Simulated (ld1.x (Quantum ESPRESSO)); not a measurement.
```
Element                 : potassium (K)
Generator               : ld1.x (Quantum ESPRESSO) 7.5
Type                    : norm-conserving Troullier–Martins (Kleinman–Bylander form)
Functional              : PBE
Relativity              : scalar-relativistic
Frozen core             : [Ne] 3s2
Valence charge          : 7
Reference configuration : 3p6 4s1 4p0
Partial waves           : 4s (bound): rc 2.90 bohr; 3p (bound): rc 2.10 bohr; 3d channel at -0.15 Ry: rc 2.70 bohr
Local potential         : the d channel
Core correction         : Bessel-smoothed model core inside 1.85 bohr
```

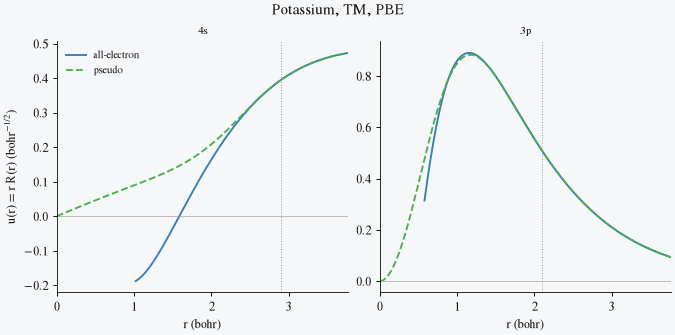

Partial waves u(r) = r R(r), all-electron (solid) and pseudo (dashed). Dotted lines mark the matching radii. The all-electron curves start outside the innermost oscillations, which aren't drawn.

Pseudo-waves: 4s has no node; 3p has no node.

- Cutoffs needed: 25 Ry and 40 Ry (the cutoffs, on a coarse ladder, from which the occupation-weighted sum of valence levels, in a spherical-Bessel basis at the reference potential, stays within 10 and 1 mRy of its value at 400 Ry)
- Ghost test: ghost state below the valence levels: s at -35.0 eV (spherical-Bessel basis up to 400 Ry, 20 bohr box)
- Largest excitation error: -137 meV (all-electron minus pseudo) for 3p5 4s1 4p0, out of 4 test configurations
